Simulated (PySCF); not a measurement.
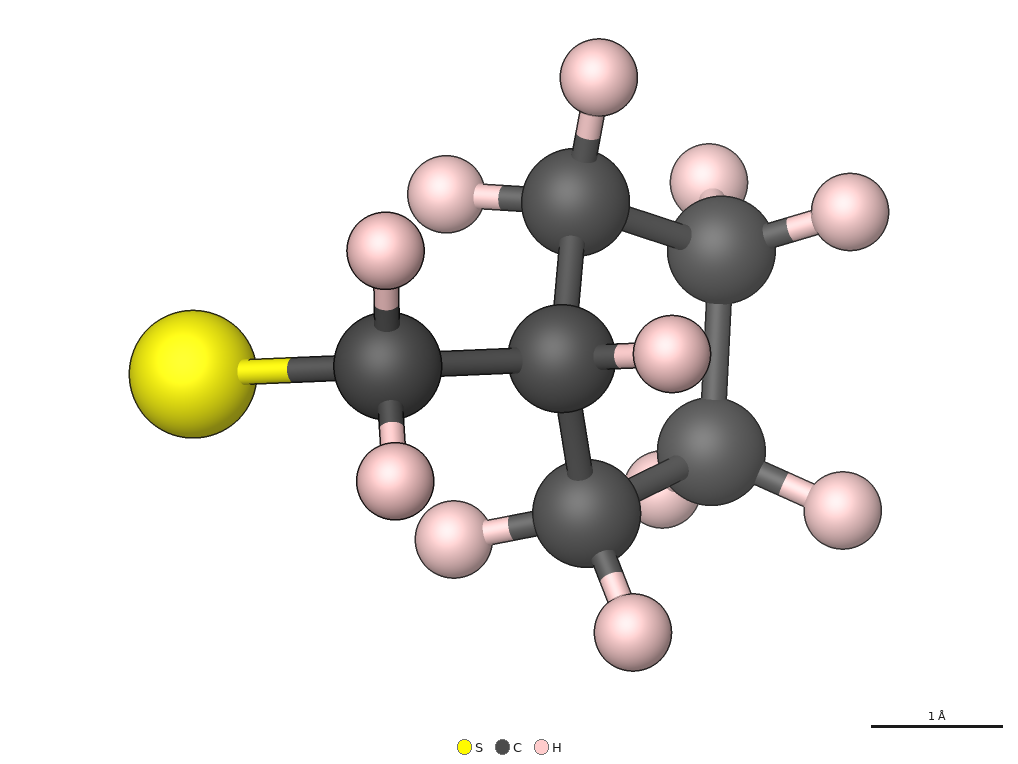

Ball-and-stick drawing of a structure. Every bond is drawn as one stick, whatever its order.

Charge −1, singlet. The computed structure is the end point of a PBE0-D3(BJ)/def2-SVP optimisation. No frequency run is at hand to confirm it as a minimum.

**Give the formula.**

C₆H₁₁S⁻, 18 atoms: 6 carbon, 11 hydrogen and 1 sulfur.

**Describe its rings.**

Independent rings (smallest set): 1 of 5 members.

**How many bonds of each kind are drawn?**

11 C–H, 6 C–C, 1 C–S.

**What is its SMILES?**

[S-]CC1CCCC1

More results for the same structure follow; atom numbers are the same in all pictures, views and colours differ.

## Geometry

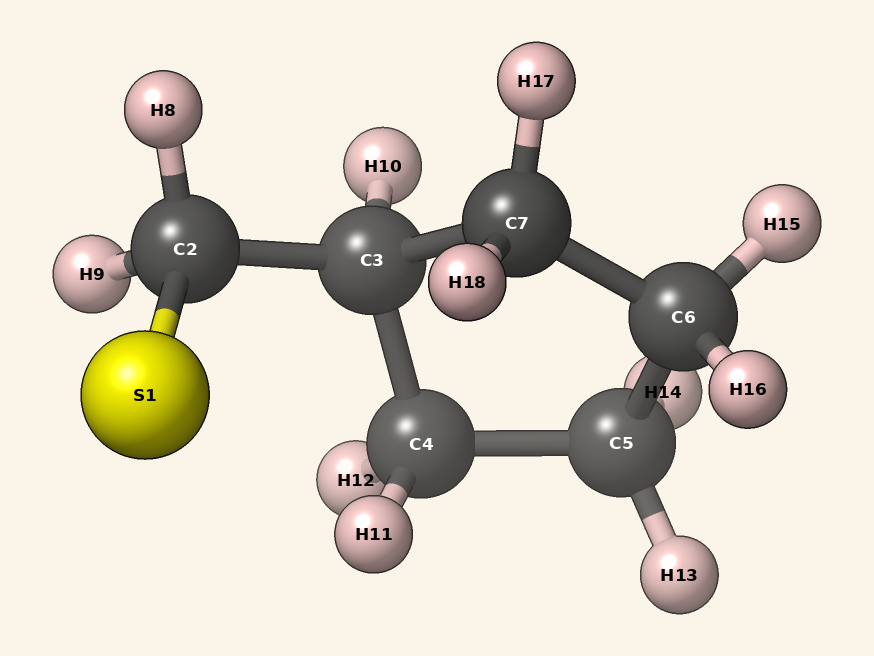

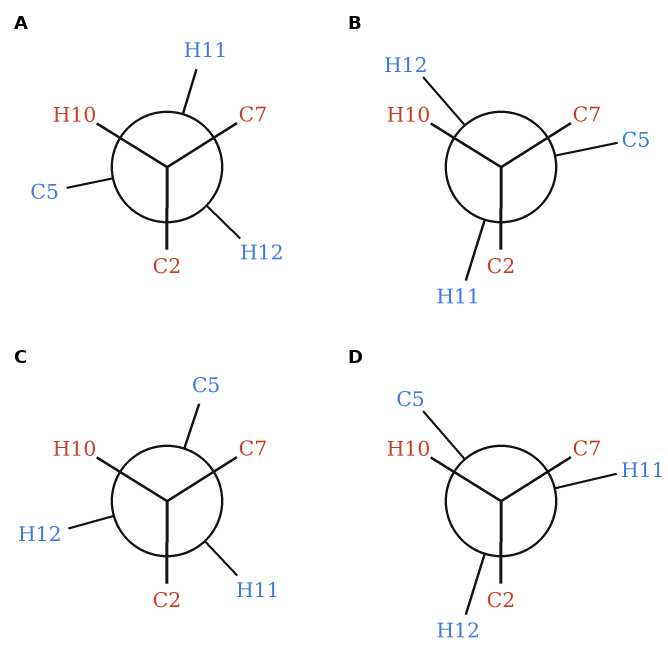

Atoms fade into the background with distance from the viewer. Bonds that would overlap in a projection are set slightly apart. No frequency run is at hand to confirm it as a minimum.

**Which Newman projection shows the view along C3–C4, with C3 in front?**

C. The torsion angle C2–C3–C4–C5 is −162°, antiperiplanar (anti).

## Charges

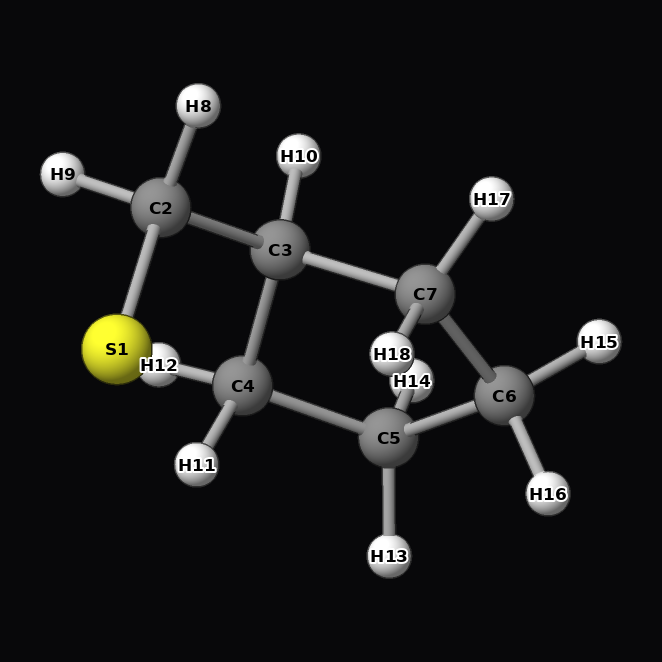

The questions are on Hirshfeld charges. No frequency run is at hand to confirm it as a minimum. Level of theory: PBE0/pcSseg-1, gas phase (PySCF 2.14.0).

List the Hirshfeld charges.

| atom | value (e) |
| --- | --- |
| S1 | −0.60 |
| C2 | −0.12 |
| C3 | −0.04 |
| C4 | −0.09 |
| C5 | −0.08 |
| C6 | −0.08 |
| C7 | −0.09 |
| H8 | −0.01 |
| H9 | −0.01 |
| H10 | 0.00 |
| H11 | 0.01 |
| H12 | 0.02 |
| H13 | 0.02 |
| H14 | 0.01 |
| H15 | 0.01 |
| H16 | 0.02 |
| H17 | 0.01 |
| H18 | 0.00 |

## Quadrupole coupling

No frequency run is at hand to confirm it as a minimum. Electric field gradients from the ground-state density, PBE0/pcSseg-1 (PySCF 2.14.0), non-relativistic apart from any core potentials.

Give the largest field-gradient component, the quadrupole coupling constant and the asymmetry for 33S at S1 (Q = −67.81 mb).

```csv
atom,V_zz (a.u.),e²qQ/h (MHz),η
S1,2.882,−45.9,0.11
```

## Electronic properties

No frequency run is at hand to confirm it as a minimum. Properties computed with PBE0-D3(BJ)/def2-SVP, gas phase (PySCF 2.14.0).

**Give the rotational constants at this level.**

4.240, 1.299, 1.245 GHz.
